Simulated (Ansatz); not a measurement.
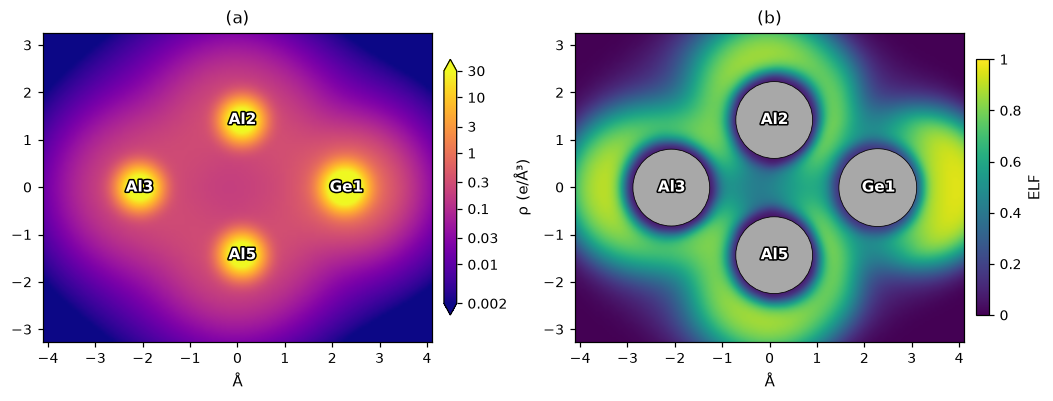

Figure 1: Al₆Ge. (a) electron density; (b) electron localisation function on the plane of atoms Ge1, Al5 and Al3. Grey discs cover the atomic cores in the ELF map.

Geometry: B3LYP-D4/def2-SVP.

Level of theory: RKS PBE0-D4/def2-TZVP in Ansatz.

```tsv
atom	x (Å)	y (Å)	z (Å)
Ge	0.6388	1.7535	-1.4936
Al	2.1699	1.3834	0.5892
Al	3.6062	-0.7793	0.4486
Al	-0.1398	-0.2051	0.0469
Al	2.1371	-0.3781	-1.6565
Al	1.4278	-0.6116	2.0799
Al	1.4037	-2.2946	-0.0596
```

Q: What does the map show?

A: The section cuts through Ge and Al sites.
Al–Al (2.60 Å): ρ is about 0.27 e/Å³ halfway; the ELF peaks at about 0.70 between the atoms.
Al–Ge (2.61 Å): ρ is about 0.34 e/Å³ halfway; the ELF peaks at about 0.75 between the atoms.
The ELF also peaks beside Al5, Al3 and Al2, away from the bonds: lone-pair regions.
